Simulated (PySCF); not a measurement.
## Electronic structure of C$_{4}$H$_{7}$NOSi in real space

The calculation's input:

```
{"job": {"kind": "uv", "xc": "CAM-B3LYP", "basis": "def2-SVPD", "nstates": 8, "ntriplets": 3}, "charge": 0, "multiplicity": 1}
C      2.115859     0.062594    -0.024425
Si     0.497470    -0.902137    -0.101996
O     -0.398198    -0.677137    -1.477670
C     -1.537828    -0.072484    -0.864081
C     -1.092282    -0.042944     0.604783
C     -0.927631     1.264095     1.131457
N     -0.756373     2.325816     1.528117
H      1.946769     1.135435    -0.077930
H      2.645847    -0.146359     0.898254
H      2.764453    -0.217080    -0.848645
H      0.569435    -2.312382     0.275751
H     -2.416943    -0.693778    -1.037948
H     -1.698020     0.916988    -1.295677
H     -1.713236    -0.641098     1.267844
```

Launched as:

```sh
OMP_NUM_THREADS=1 python probes_run.py task.json out
```

Geometry: GFN2-xTB.

The calculation used PySCF 2.14.0, CAM-B3LYP/def2-SVPD, SCF density, gas phase.

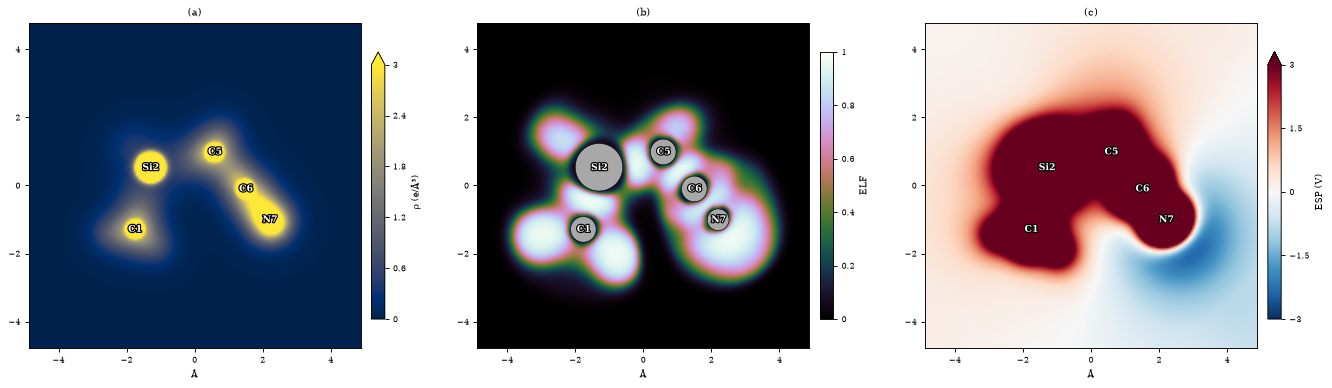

Figure 1. (a) electron density; (b) ELF; (c) electrostatic potential on the plane of atoms Si2, C5 and C6. Grey discs cover the atomic cores in the ELF map.

> What does the map show?

Atoms in the plane: C, Si and N.
C–N (1.15 Å): ρ is about 3.6 e/Å³ halfway; the ELF peaks at about 0.90 between the atoms (a multiple bond).
C–C (1.42 Å): the density is about 1.9 e/Å³ at the midpoint; the ELF peaks at about 0.95 between the atoms: localised, covalent bonding.
C–Si (1.89 Å): ρ at the midpoint is about 0.97 e/Å³; the ELF peaks at about 0.95 between the atoms, as expected for localised, covalent bonding.
The ELF also peaks beside N7, away from the bonds: lone-pair regions.
Outside the dense part of the molecule the potential is most negative (−2.3 V) near N7.

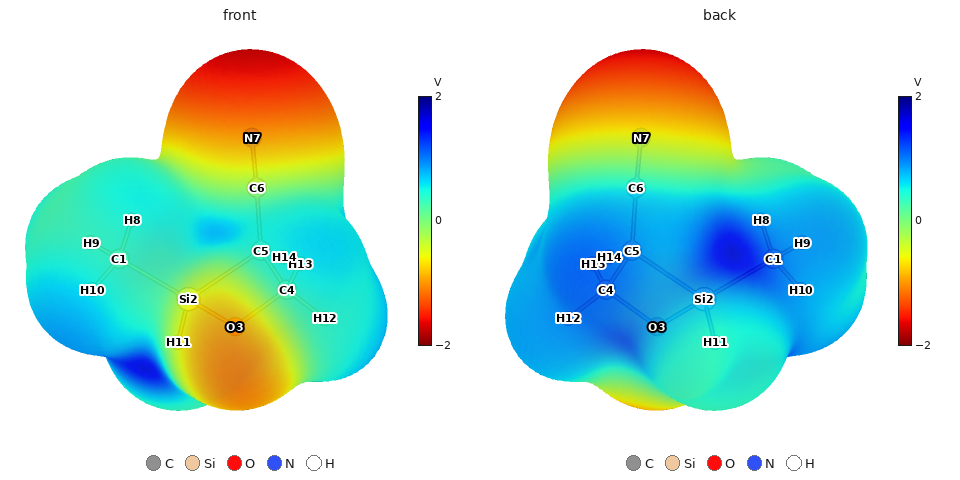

Figure 2. The molecular electrostatic potential painted on the density surface at 0.001 e/bohr³, seen from the front and from behind; red is negative and blue positive.

> Describe the electrostatic potential map.

The most negative region (about −1.7 V, or −39 kcal/mol for a unit charge) lies over N7, the most positive (about +1.6 V, or +37 kcal/mol for a unit charge) over Si2. N7 is the likeliest acceptor of a hydrogen bond.
